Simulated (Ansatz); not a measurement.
# CH4BN: the cost of one run

Program: Ansatz 0.2.0 through its Python package. Level of theory: MP2/cc-pVDZ. These are calculated values, not measurements.

### Step 1. Starting point

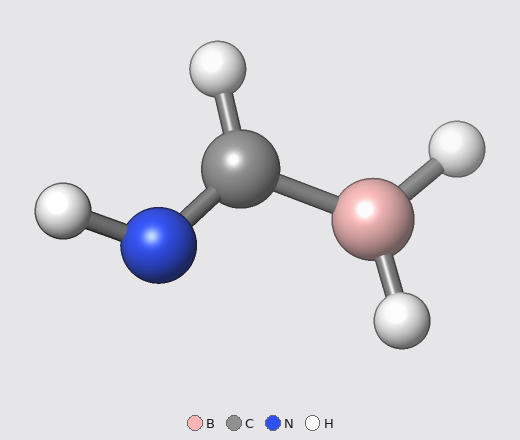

The starting structure, viewed from a chosen angle; boron pink, carbon grey, nitrogen blue, hydrogen white.

The script holds or builds the structure itself.

### Step 2. The code

dimer_ch4bn.py

```python
"""Interaction energy of two CH4BN molecules, with the counterpoise correction."""

import logging
import sys

import ansatz

logging.basicConfig(stream=sys.stdout, format="%(levelname)s:%(name)s:%(message)s")
logger = logging.getLogger("ansatz_job")
logger.setLevel(logging.INFO)

FIRST = [
    ("B", (-0.8688, 0.3144, -0.595)),
    ("C", (0.3126, 0.1041, 0.3156)),
    ("N", (0.8401, -1.0459, 0.3287)),
    ("H", (-1.27, -0.4987, -1.2885)),
    ("H", (-1.4263, 1.4168, -0.6468)),
    ("H", (0.6981, 0.9298, 0.933)),
    ("H", (1.714, -1.2205, 0.9527)),
]
SECOND = [
    ("B", (-2.0269, 4.0675, -0.5924)),
    ("C", (-2.369, 5.3818, -1.244)),
    ("N", (-1.5226, 5.8712, -2.0471)),
    ("H", (-1.0696, 3.4906, -0.8244)),
    ("H", (-2.8149, 3.5435, 0.2035)),
    ("H", (-3.3257, 5.8817, -1.0286)),
    ("H", (-1.7543, 6.8037, -2.5572)),
]

def energy(atoms, ghosts=()):
    molecule = ansatz.Crystal.molecule()
    for symbol, xyz in atoms:
        molecule = molecule.atom(symbol, xyz)
    calc = (
        molecule.calculation()
        .basis(gaussian="cc-pVDZ")  # atom-centred Gaussian functions
        .correlation("mp2")  # correlation on top of the mean field
    )
    deck = calc.input()
    if ghosts:
        deck = deck.set(ansatz.key.basis.gaussian.ghost_atoms, [{"symbol": s, "position_ang": list(xyz)} for s, xyz in ghosts])
    return ansatz.Session.from_dict(deck).plan().execute().report["free_energy_ev"]

# ghost atoms carry the functions of the partner
both = energy(FIRST + SECOND)
alone = energy(FIRST) + energy(SECOND)
ghosted = energy(FIRST, SECOND) + energy(SECOND, FIRST)
logger.info(f"dimer {both:.6f} eV")
logger.info(f"interaction, uncorrected   {23.060548 * (both - alone):8.3f} kcal/mol")
logger.info(f"interaction, counterpoise  {23.060548 * (both - ghosted):8.3f} kcal/mol")
logger.info(f"basis-set superposition    {23.060548 * (alone - ghosted):8.3f} kcal/mol")
```

### Step 3. The input behind the calls

The engine receives this input (first run):

```yaml
crystal:
  periodic: [false, false, false]
  atoms:
    - { symbol: B, position_ang: [-0.8688, 0.3144, -0.595] }
    - { symbol: C, position_ang: [0.3126, 0.1041, 0.3156] }
    - { symbol: "N", position_ang: [0.8401, -1.0459, 0.3287] }
    - { symbol: H, position_ang: [-1.27, -0.4987, -1.2885] }
    - { symbol: H, position_ang: [-1.4263, 1.4168, -0.6468] }
    - { symbol: H, position_ang: [0.6981, 0.9298, 0.933] }
    - { symbol: H, position_ang: [1.714, -1.2205, 0.9527] }
    - { symbol: B, position_ang: [-2.0269, 4.0675, -0.5924] }
    - { symbol: C, position_ang: [-2.369, 5.3818, -1.244] }
    - { symbol: "N", position_ang: [-1.5226, 5.8712, -2.0471] }
    - { symbol: H, position_ang: [-1.0696, 3.4906, -0.8244] }
    - { symbol: H, position_ang: [-2.8149, 3.5435, 0.2035] }
    - { symbol: H, position_ang: [-3.3257, 5.8817, -1.0286] }
    - { symbol: H, position_ang: [-1.7543, 6.8037, -2.5572] }
basis:
  gaussian:
    orbitals: cc-pVDZ
correlation:
  method: mp2
```

### Step 4. Launch

The run is started by

```bash
$ python dimer_ch4bn.py
```

Q: Estimate wall time and peak memory on 1 thread of Arm Neoverse V1, shared host.

About 7.4 s, with a peak of 0.27 GiB.
